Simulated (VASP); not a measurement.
# KMgF3: structure and properties in VASP, part 3 of 5

Aim: relax KMgF3, then compute properties on the relaxed cell. Left out of this account: 1 further run (core levels: core levels are not valid at this level). The start is a cell from a database of measured crystal structures.

VASP 6.6.1; MS2; plane waves and PAW (K_sv, Mg, F).

So far, gap on the k-mesh (eV): step 2 (full relaxation (MS2)) 7.83; step 5 (total and projected DOS (MS2)) 7.83.

## 6. Elastic constants (MS2)

IBRION = 6 with ISIF = 3 strains the cell both ways at fixed fractional positions, and adds the ions' share afterwards from the force constants. Stress converges slowly with the basis, so the cutoff is raised.

File INCAR:

```
SYSTEM = KMgF3
PREC = Accurate
ENCUT = 560
EDIFF = 1E-07
NELM = 100
ISMEAR = 0
SIGMA = 0.05
LREAL = .FALSE.
ALGO = Normal
METAGGA = MS2
LASPH = .TRUE.
NBANDS = 22
LORBIT = 11
LWAVE = .FALSE.
LCHARG = .FALSE.
KPAR = 2
IBRION = 6
NFREE = 2
POTIM = 0.015
ISIF = 3
NSW = 1
```

File POSCAR:

```
KMgF3
1.0
    3.9831373406      0.0000000000      0.0000000000
    0.0000000000      3.9831373406      0.0000000000
    0.0000000000      0.0000000000      3.9831373406
K Mg F
1 1 3
Direct
    0.5000000000      0.5000000000      0.5000000000
    0.0000000000      0.0000000000      0.0000000000
    0.0000000000      0.0000000000      0.5000000000
    0.0000000000      0.5000000000      0.0000000000
    0.5000000000      0.0000000000      0.0000000000
```

File KPOINTS:

```
Automatic mesh
0
Gamma
6 6 6
0 0 0
```

The projector-augmented-wave data sets are K_sv, Mg and F (PBE family, release 64).

Started as:

```sh
mpirun -np 2 vasp_std
```

What it wrote:

```text
[... set-up lines as in an earlier step ...]
 entering main loop
       N       E                     dE             d eps       ncg     rms          rms(c)
DAV:   1     0.208635095931E+03    0.20864E+03   -0.17903E+04   920   0.143E+03
DAV:   2    -0.401935540456E+02   -0.24883E+03   -0.23776E+03  1114   0.375E+02
DAV:   3    -0.532949145769E+02   -0.13101E+02   -0.12901E+02  1296   0.769E+01
DAV:   4    -0.540572397926E+02   -0.76233E+00   -0.75673E+00  1236   0.110E+01
DAV:   5    -0.540618391098E+02   -0.45993E-02   -0.45982E-02  1054   0.900E-01    0.908E+00
DAV:   6    -0.410498164202E+02    0.13012E+02   -0.18298E+01  1158   0.300E+01    0.386E+00
DAV:   7    -0.409885681153E+02    0.61248E-01   -0.13830E+00  1054   0.110E+01    0.258E+00
DAV:   8    -0.410766689357E+02   -0.88101E-01   -0.11947E-01  1102   0.301E+00    0.116E+00
DAV:   9    -0.411201156437E+02   -0.43447E-01   -0.99668E-02  1338   0.293E+00    0.579E-01
DAV:  10    -0.411182087889E+02    0.19069E-02   -0.95406E-03  1016   0.764E-01    0.292E-01
DAV:  11    -0.411195652219E+02   -0.13564E-02   -0.95235E-03  1406   0.947E-01    0.160E-01
DAV:  12    -0.411197283976E+02   -0.16318E-03   -0.23041E-03  1454   0.405E-01    0.384E-02
DAV:  13    -0.411196949758E+02    0.33422E-04   -0.56617E-04  1398   0.170E-01    0.644E-02
DAV:  14    -0.411196747731E+02    0.20203E-04   -0.66609E-05  1012   0.683E-02    0.377E-02
DAV:  15    -0.411196787986E+02   -0.40255E-05   -0.10190E-05  1284   0.277E-02    0.158E-02
DAV:  16    -0.411196808061E+02   -0.20075E-05   -0.39807E-06  1336   0.183E-02    0.623E-03
DAV:  17    -0.411196812357E+02   -0.42958E-06   -0.13253E-07   864   0.382E-03    0.381E-03
DAV:  18    -0.411196819736E+02   -0.73793E-06   -0.50190E-07  1090   0.601E-03    0.117E-03
DAV:  19    -0.411196820557E+02   -0.82143E-07   -0.16583E-08   614   0.129E-03
   1 F= -.41119682E+02 E0= -.41119682E+02  d E =-.603998E-12
 Found     4 degrees of freedom:
 Adding 6 more for cell shape distortion
 Finite differences POTIM= 0.01500 DOF=  10
 bond charge predicted
       N       E                     dE             d eps       ncg     rms          rms(c)
DAV:   1    -0.412087641518E+02   -0.89082E-01   -0.33970E+00  1760   0.166E+01    0.231E+00
DAV:   2    -0.411222624777E+02    0.86502E-01   -0.26620E-01  1832   0.417E+00    0.743E-01
DAV:   3    -0.411140300215E+02    0.82325E-02   -0.18318E-02  1982   0.126E+00    0.346E-01
DAV:   4    -0.411129559385E+02    0.10741E-02   -0.71461E-03  2138   0.806E-01    0.217E-01
DAV:   5    -0.411129356696E+02    0.20269E-04   -0.13055E-03  2018   0.298E-01    0.124E-01
DAV:   6    -0.411129324267E+02    0.32430E-05   -0.18516E-04  2210   0.130E-01    0.366E-02
DAV:   7    -0.411129201341E+02    0.12293E-04   -0.84572E-05  1946   0.716E-02    0.898E-03
DAV:   8    -0.411129166429E+02    0.34911E-05   -0.69632E-06  2134   0.267E-02    0.602E-03
DAV:   9    -0.411129158828E+02    0.76016E-06   -0.77911E-07  2288   0.769E-03    0.223E-03
DAV:  10    -0.411129161637E+02   -0.28091E-06   -0.33393E-07  2114   0.681E-03    0.111E-03
DAV:  11    -0.411129161278E+02    0.35907E-07   -0.66247E-08   946   0.246E-03
   2 F= -.41112916E+02 E0= -.41112916E+02  d E =-.125124E-22
[... from here on, the cycles between the ionic steps are left out ...]
   3 F= -.41113705E+02 E0= -.41113705E+02  d E =-.192498E-21
   4 F= -.41112916E+02 E0= -.41112916E+02  d E =-.132124E-22
   5 F= -.41113705E+02 E0= -.41113705E+02  d E =-.192156E-21
   6 F= -.41112916E+02 E0= -.41112916E+02  d E =-.136881E-22
   7 F= -.41113705E+02 E0= -.41113705E+02  d E =-.191001E-21
   8 F= -.41117498E+02 E0= -.41117498E+02  d E =-.102907E-11
   9 F= -.41117498E+02 E0= -.41117498E+02  d E =-.104099E-11
  10 F= -.41117498E+02 E0= -.41117498E+02  d E =-.104026E-11
  11 F= -.41117498E+02 E0= -.41117498E+02  d E =-.104098E-11
  12 F= -.41117498E+02 E0= -.41117498E+02  d E =-.104003E-11
  13 F= -.41117498E+02 E0= -.41117498E+02  d E =-.103966E-11
  14 F= -.41119392E+02 E0= -.41119392E+02  d E =-.655931E-12
  15 F= -.41119392E+02 E0= -.41119392E+02  d E =-.660778E-12
  16 F= -.41118614E+02 E0= -.41118614E+02  d E =-.696288E-12
  17 F= -.41118614E+02 E0= -.41118614E+02  d E =-.694557E-12
  18 F= -.41119328E+02 E0= -.41119328E+02  d E =-.670585E-12
  19 F= -.41119328E+02 E0= -.41119328E+02  d E =-.676965E-12
  20 F= -.41118440E+02 E0= -.41118440E+02  d E =-.711299E-12
 Finite differences progress:
  Degree of freedom:  10/ 10
  Displacement:        1/  2
  Total:              19/ 20
 bond charge predicted
       N       E                     dE             d eps       ncg     rms          rms(c)
DAV:   1    -0.411102919636E+02    0.81478E-02   -0.60123E+00  1772   0.168E+01    0.401E-01
DAV:   2    -0.411186897911E+02   -0.83978E-02   -0.21055E-01  1772   0.311E+00    0.149E-01
DAV:   3    -0.411185258867E+02    0.16390E-03   -0.10613E-03  2164   0.247E-01    0.870E-02
DAV:   4    -0.411184316398E+02    0.94247E-04   -0.31020E-04  2008   0.166E-01    0.193E-02
DAV:   5    -0.411184387602E+02   -0.71205E-05   -0.84205E-05  2072   0.567E-02    0.987E-03
DAV:   6    -0.411184394716E+02   -0.71134E-06   -0.73516E-06  2064   0.263E-02    0.426E-03
DAV:   7    -0.411184399672E+02   -0.49559E-06   -0.14170E-06  1964   0.131E-02    0.358E-03
DAV:   8    -0.411184397705E+02    0.19671E-06   -0.84234E-07  2000   0.929E-03    0.187E-03
DAV:   9    -0.411184397151E+02    0.55331E-07   -0.12196E-07  1184   0.473E-03
  21 F= -.41118440E+02 E0= -.41118440E+02  d E =-.711766E-12
 Finite differences progress:
  Degree of freedom:  10/ 10
  Displacement:        2/  2
  Total:              20/ 20
```

It took 14 min on 2 MPI ranks of AMD EPYC 9R45, shared host; peak memory 0.67 GiB.

From OUTCAR (step 6):

```text
   ENCUT  =  560.0 eV  41.16 Ry    6.42 a.u.   7.69  7.69  7.69*2*pi/ulx,y,z

   NELECT =      32.0000    total number of electrons

 E-fermi :  -1.7122

 k-point     1 :       0.0000    0.0000    0.0000
  band No.  band energies     occupation
    ...
     12      -2.5676      2.00000
     13      -2.5675      2.00000
     14      -2.2663      2.00000
     15      -2.2661      2.00000
     16      -2.2661      2.00000
     17       5.8929      0.00000
     18       8.7566      0.00000
     19       8.7566      0.00000
     20      11.1351      0.00000
     21      11.1353      0.00000
    ...

  Total       -0.0475149     -0.0475149     -0.0364519      0.0000000      0.0000000      0.0000000
  in kB       -1.2046591     -1.2046591     -0.9241753      0.0000000      0.0000000      0.0000000
  external PRESSURE =      -1.1111645 kB  Pullay stress =       0.0000000 kB

 POSITION                                       TOTAL-FORCE (eV/Angst)
 -----------------------------------------------------------------------------------
      1.99157      1.99157      1.99157        -0.000000      0.000000     -0.006372
      0.00000      0.00000      0.00000         0.000000      0.000000     -0.095039
      0.00000      0.00000      1.97657        -0.000000      0.000000      0.165032
      0.00000      1.99157      0.00000         0.000000      0.000000     -0.031811
      1.99157      0.00000      0.00000        -0.000000      0.000000     -0.031811
 -----------------------------------------------------------------------------------
    total drift:                               -0.000000      0.000000     -0.000337

  FREE ENERGIE OF THE ION-ELECTRON SYSTEM (eV)
  ---------------------------------------------------
  free  energy   TOTEN  =       -41.1184397151 eV

  energy  without entropy=      -41.1184397151  energy(sigma->0) =      -41.11843972

  SYMMETRIZED ELASTIC MODULI (kBar)
 Direction    XX          YY          ZZ          XY          YZ          ZX
 --------------------------------------------------------------------------------
 XX        1435.3790    414.9461    414.9461     -0.0000     -0.0000      0.0000
 YY         414.9461   1435.3790    414.9461      0.0000      0.0000      0.0000
 ZZ         414.9461    414.9461   1435.3790     -0.0000     -0.0000     -0.0000
 XY          -0.0000      0.0000     -0.0000    492.3546      0.0000      0.0000
 YZ          -0.0000      0.0000     -0.0000      0.0000    492.3546      0.0000
 ZX           0.0000      0.0000     -0.0000      0.0000      0.0000    492.3546
 --------------------------------------------------------------------------------

 Eigenvectors and eigenvalues of the dynamical matrix
 ----------------------------------------------------

   1 f  =   14.070011 THz    88.404485 2PiTHz  469.325043 cm-1    58.188863 meV
             X         Y         Z           dx          dy          dz
      1.991569  1.991569  1.991569    -0.004309    0.017434   -0.000000
      0.000000  0.000000  0.000000     0.133392   -0.539659   -0.000000
      0.000000  0.000000  1.991569     0.025554   -0.103383   -0.000000
      0.000000  1.991569  0.000000     0.025554    0.793416    0.000000
      1.991569  0.000000  0.000000    -0.196115   -0.103383   -0.000000

   2 f  =   14.070011 THz    88.404485 2PiTHz  469.325043 cm-1    58.188863 meV
             X         Y         Z           dx          dy          dz
      1.991569  1.991569  1.991569     0.000000    0.000000   -0.017959
      0.000000  0.000000  0.000000    -0.000000   -0.000000    0.555901
      0.000000  0.000000  1.991569    -0.000000   -0.000000   -0.817294
      0.000000  1.991569  0.000000    -0.000000    0.000000    0.106495
      1.991569  0.000000  0.000000     0.000000   -0.000000    0.106495

   3 f  =   14.070011 THz    88.404485 2PiTHz  469.325043 cm-1    58.188863 meV
             X         Y         Z           dx          dy          dz
      1.991569  1.991569  1.991569     0.017434    0.004309   -0.000000
[...]
0.000000  1.991569  0.000000     0.086581    0.000000   -0.027368
      1.991569  0.000000  0.000000     0.000000   -0.701252    0.027368

  10 f  =    4.812446 THz    30.237487 2PiTHz  160.525905 cm-1    19.902667 meV
             X         Y         Z           dx          dy          dz
      1.991569  1.991569  1.991569    -0.799847    0.030626    0.185904
      0.000000  0.000000  0.000000     0.233955   -0.008958   -0.054377
      0.000000  0.000000  1.991569     0.305927   -0.011714   -0.059601
      0.000000  1.991569  0.000000     0.305927   -0.009819   -0.071105
      1.991569  0.000000  0.000000     0.256430   -0.011714   -0.071105

  11 f  =    4.812446 THz    30.237487 2PiTHz  160.525905 cm-1    19.902667 meV
             X         Y         Z           dx          dy          dz
      1.991569  1.991569  1.991569     0.188123    0.174565    0.780635
      0.000000  0.000000  0.000000    -0.055026   -0.051060   -0.228335
      0.000000  0.000000  1.991569    -0.071954   -0.066768   -0.250271
      0.000000  1.991569  0.000000    -0.071954   -0.055965   -0.298579
      1.991569  0.000000  0.000000    -0.060312   -0.066768   -0.298579

  12 f  =    4.812446 THz    30.237487 2PiTHz  160.525905 cm-1    19.902667 meV
             X         Y         Z           dx          dy          dz
      1.991569  1.991569  1.991569     0.010399   -0.802398    0.176926
      0.000000  0.000000  0.000000    -0.003042    0.234701   -0.051751
      0.000000  0.000000  1.991569    -0.003977    0.306903   -0.056722
      0.000000  1.991569  0.000000    -0.003977    0.257248   -0.067671
      1.991569  0.000000  0.000000    -0.003334    0.306903   -0.067671

  13 f/i=    0.032378 THz     0.203436 2PiTHz    1.080007 cm-1     0.133904 meV
             X         Y         Z           dx          dy          dz
      1.991569  1.991569  1.991569     0.454733   -0.335382    0.008552
      0.000000  0.000000  0.000000     0.362127   -0.267082    0.006810
      0.000000  0.000000  1.991569     0.321795   -0.237336    0.006021
      0.000000  1.991569  0.000000     0.321795   -0.236143    0.006052
      1.991569  0.000000  0.000000     0.320178   -0.237336    0.006052

  14 f/i=    0.032378 THz     0.203436 2PiTHz    1.080007 cm-1     0.133904 meV
             X         Y         Z           dx          dy          dz
      1.991569  1.991569  1.991569     0.033429    0.059629    0.560949
      0.000000  0.000000  0.000000     0.026621    0.047485    0.446712
      0.000000  0.000000  1.991569     0.023656    0.042197    0.394965
      0.000000  1.991569  0.000000     0.023656    0.041985    0.396960
      1.991569  0.000000  0.000000     0.023537    0.042197    0.396960

  15 f/i=    0.032378 THz     0.203436 2PiTHz    1.080007 cm-1     0.133904 meV
             X         Y         Z           dx          dy          dz
      1.991569  1.991569  1.991569    -0.333822   -0.450887    0.067823
      0.000000  0.000000  0.000000    -0.265840   -0.359065    0.054011
      0.000000  0.000000  1.991569    -0.236232   -0.319074    0.047754
      0.000000  1.991569  0.000000    -0.236232   -0.317470    0.047995
      1.991569  0.000000  0.000000    -0.235044   -0.319074    0.047995

 ELASTIC MODULI CONTR FROM IONIC RELAXATION (kBar)
 Direction    XX          YY          ZZ          XY          YZ          ZX
 --------------------------------------------------------------------------------
 XX           0.0000      0.0000      0.0000      0.0000      0.0000      0.0000
 YY           0.0000      0.0000      0.0000      0.0000      0.0000      0.0000
 ZZ           0.0000      0.0000      0.0000      0.0000      0.0000      0.0000
 XY           0.0000      0.0000      0.0000      0.0000      0.0000      0.0000
 YZ           0.0000      0.0000      0.0000      0.0000      0.0000      0.0000
 ZX           0.0000      0.0000      0.0000      0.0000      0.0000      0.0000
 --------------------------------------------------------------------------------

 TOTAL ELASTIC MODULI (kBar)
 Direction    XX          YY          ZZ          XY          YZ          ZX
 --------------------------------------------------------------------------------
 XX        1435.3790    414.9461    414.9461     -0.0000     -0.0000      0.0000
 YY         414.9461   1435.3790    414.9461      0.0000      0.0000      0.0000
 ZZ         414.9461    414.9461   1435.3790     -0.0000     -0.0000     -0.0000
 XY          -0.0000      0.0000     -0.0000    492.3546      0.0000      0.0000
 YZ          -0.0000      0.0000     -0.0000      0.0000    492.3546      0.0000
 ZX           0.0000      0.0000     -0.0000      0.0000      0.0000    492.3546
 --------------------------------------------------------------------------------

[... 5 parts as in an earlier step ...]

[... 11 further parts left out ...]
```

CONTCAR:

```
KMgF3
   1.00000000000000
     3.9831373405999999    0.0000000000000000    0.0000000000000000
     0.0000000000000000    3.9831373405999999    0.0000000000000000
     0.0000000000000000    0.0000000000000000    3.9831373405999999
  K               Mg              F
     1     1     3
Direct
     0.5000000000000000    0.5000000000000000    0.5000000000000000
     0.0000000000000000    0.0000000000000000    0.0000000000000000
     0.0000000000000000    0.0000000000000000    0.4962341243303098
     0.0000000000000000    0.5000000000000000    0.0000000000000000
     0.5000000000000000    0.0000000000000000    0.0000000000000000
```

The last energy, forces, stress and levels in OUTCAR belong to the last displaced cell, not to the cell of POSCAR.

This step gave:

```
bands                     : 22
irreducible k-points      : 20
pressure of the cell      : -0.1190 GPa
largest force of the cell : 0 eV/Å
mechanically stable       : yes
bulk modulus (Voigt)      : 75.51 GPa
shear modulus (Voigt)     : 49.95 GPa
bulk modulus (Hill)       : 75.51 GPa
shear modulus (Hill)      : 49.94 GPa
Young's modulus           : 122.8 GPa
Poisson's ratio           : 0.2290
```

Elastic constants with relaxed ions, Voigt order xx yy zz yz xz xy (GPa):

```
143.5  41.5  41.5   0.0   0.0   0.0
 41.5 143.5  41.5   0.0   0.0   0.0
 41.5  41.5 143.5   0.0   0.0   0.0
  0.0   0.0   0.0  49.2   0.0   0.0
  0.0   0.0   0.0   0.0  49.2   0.0
  0.0   0.0   0.0   0.0   0.0  49.2
```

Transverse limit, no LO-TO splitting. Modes at Γ, with each element's share of the kinetic energy:

```tsv
mode	frequency (cm⁻¹)	symmetry	K %	Mg %	F %
1	-1.1	acoustic	32	20	48
2	-1.1	acoustic	32	20	48
3	-1.1	acoustic	32	20	48
4	160.5	T1u	68	6	27
5	160.5	T1u	68	6	27
6	160.5	T1u	68	6	27
7	192.6	T2u	0	0	100
8	192.6	T2u	0	0	100
9	192.6	T2u	0	0	100
10	292.2	T1u	1	43	56
11	292.2	T1u	1	43	56
12	292.2	T1u	1	43	56
13	469.3	T1u	0	31	69
14	469.3	T1u	0	31	69
15	469.3	T1u	0	31	69
```

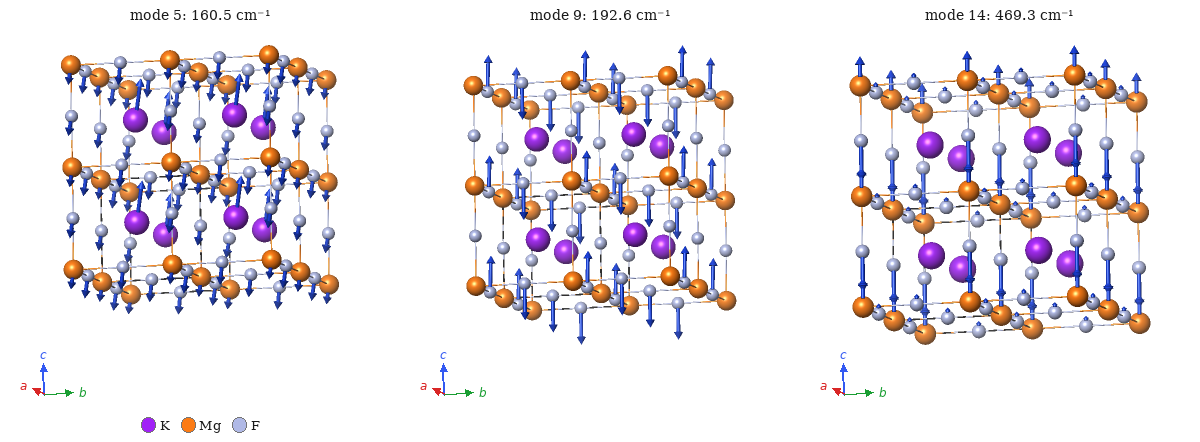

Displacement patterns of modes 5, 9 and 14 at Γ; arrows are exaggerated. 2×2×2 cells are drawn. Some periodic images of atoms are drawn too.

B/G is 1.51, which by Pugh's rule of thumb (1.75) points to a brittle solid. The Zener ratio 2C44/(C11 - C12) is 0.97, where 1 means isotropic. With the density of 3.16 g/cm³ the Hill moduli give sound speeds of 6.70 km/s (longitudinal) and 3.97 km/s (transverse), and from their mean a Debye temperature of 562 K.

(Part 3 of 5 ends here.)

[Lines on the potential files, build, host, timing and source positions are cut from VASP's logs without a mark.]

[Logs are printed without paths, hosts, clocks, repeated set-up lines and the standing remarks that a program may print on its own settings, such as how far it seeks lower states.]

[Hosts, paths, dates, database ids (printed as entryN), source tags and the programs' standing remarks are cut or masked in the printed files.]

[A measured line is paired with the nearest computed mode of its activity, which favours agreement.]
